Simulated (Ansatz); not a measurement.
Relaxed P (space group Cmce):

```xyz
4
Lattice="1.6550 -5.0825 0.0000 1.6550 5.0825 0.0000 0.0000 0.0000 4.1237" Properties=species:S:1:pos:R:3 pbc="T T T"
P      1.6550    -3.9999     1.7698
P      1.6550     3.9999     2.3539
P      1.6550    -1.0826     3.8317
P      1.6550     1.0826     0.2921
```

The atoms are displaced by Q × the pattern below (from a DFPT mode at Γ, largest move 1; Q in Å), at fixed cell.

```csv
atom,x,y,z
P1,0.000,-0.059,0.998
P2,0.000,0.059,-0.998
P3,0.000,-0.059,-0.998
P4,0.000,0.059,0.998
```

These are LDA (plane waves to 420 eV, PAW, scalar-relativistic; Ansatz, an electronic-structure program) values and carry that method's errors. k mesh 15×15×11 (Γ-centred), Fermi-Dirac smearing 0.05 eV. E stands for the smeared free energy. With partly filled bands, energies and forces of such displacements shift with the k mesh and the smearing. P was relaxed with its symmetry unable to fall. The relaxed volume of P is well below the measured one. The zero of ΔE is the undisplaced structure.

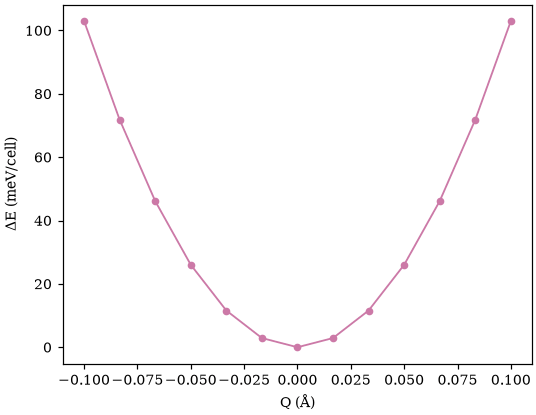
Figure: ΔE (meV/cell) against Q (Å); markers are the computed points, lines only join them.

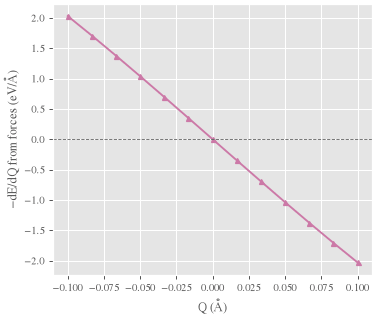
Figure. −dE/dQ from forces (eV/Å) against Q (Å); markers are the computed points, lines only join them.

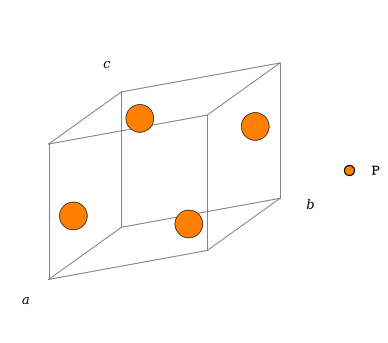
Figure: The cell of the calculation at Q = -0.100 Å.

The energy at Q = 0.100 Å comes out as 103 meV/cell. Symmetry of the curve: even: the same for both signs. Space group of the distorted cell: C2/m (No. 12), lowered from Cmce. Harmonic wavenumber from the curvature (finite differences): 214 cm⁻¹. Shape of the curve: a single well with its minimum at or next to zero displacement.

E″ = 20.91 eV/Å², M = Σ mᵢ|uᵢ|² = 123.9 u, ν̃ = 521.5·√(|E″|/M).

(A displaced cell: forces are minus the slopes of the energy, force constants its curvatures, and phonons follow from these.)
